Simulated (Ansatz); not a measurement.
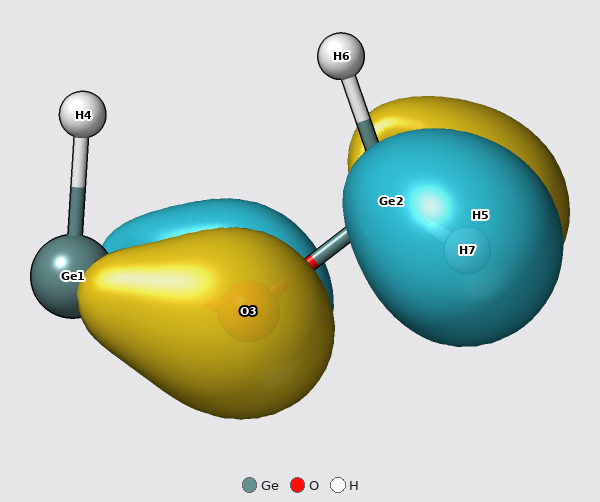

Ge₂H₄O (SMILES [GeH][O][GeH3]). The HOMO−1 at ±0.1 Å⁻³ᐟ² (yellow and cyan are the two phases), seen across its widest extent.

Geometry: B3LYP/6-31G*.

These are results of isolated molecule in a Gaussian basis; Kohn-Sham density functional theory, functional PBE0 (Ansatz 0.2.0), not measurements.

```csv
atom,x (Å),y (Å),z (Å)
Ge,-2.5649,0.6802,1.2887
Ge,0.0688,0.4119,-0.6608
O,-1.6990,0.4469,-0.2731
H,-1.2393,0.8465,2.2363
H,0.3378,1.5449,-1.6797
H,0.8792,0.6229,0.6415
H,0.3721,-0.9673,-1.2935
```

> What is the character of this orbital?

By Hirshfeld shares it lies mainly on O3 (about 45 %), Ge2 (about 20 %), H7 (about 15 %), H5 (about 15 %) and Ge1 (about 10 %). Its energy is −8.82 eV.
